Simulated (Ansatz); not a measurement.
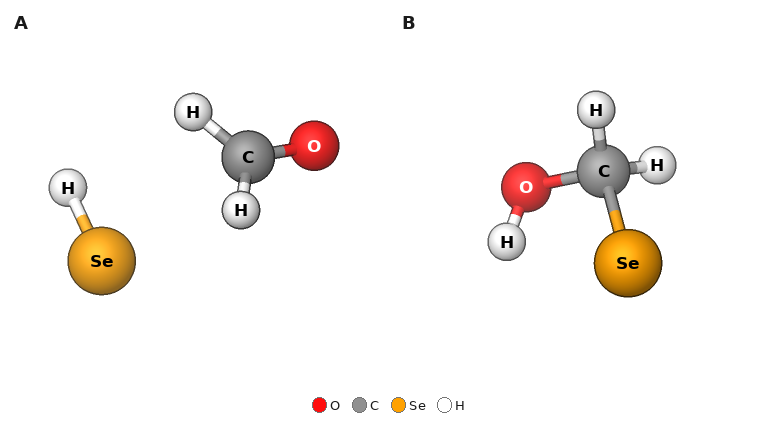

2 stationary structures of one formula. Charge −1, singlet. Geometries: PBE0-D4/def2-TZVPD. Electronic energies: RHF-CCSD(T) (frozen core)/def2-TZVPPD (Ansatz 0.2.0), without zero-point energy. No frequency run is at hand to confirm each as a minimum.

**Which structure is the most stable?**

B is lowest (Cs); A lies 38.4 kJ/mol above it (C1).
